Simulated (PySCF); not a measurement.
SMILES C#CC[SiH2][SeH] at its GFN2-xTB optimised geometry (Å):

```
11

C      1.9496     0.8572     1.8178
C      1.5758     0.0700     0.9952
C      1.0507    -0.8286     0.0000
Si    -0.8663    -0.8286     0.0000
Se    -1.5758     1.3429     0.0000
H      2.3275     1.5169     2.5404
H      1.4221    -0.5244    -0.9815
H      1.4145    -1.8381     0.1948
H     -1.3730    -1.4315    -1.2288
H     -1.3742    -1.4919     1.1999
H     -0.4110     1.8381     0.6756
```

Computed with PBE0/def2-TZVP in PySCF 2.14.0. Cells within 0.4 Å of a nucleus heavier than hydrogen are left out (blank, or x).

Map of the deformation density (molecule minus spherical neutral atoms) (e/bohr³) on the plane z = 0.0 Å:

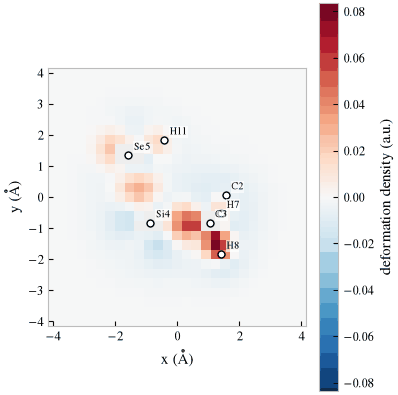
Fig. 1. Deformation density (molecule minus spherical neutral atoms) (e/bohr³) on the plane z = 0.0 Å.
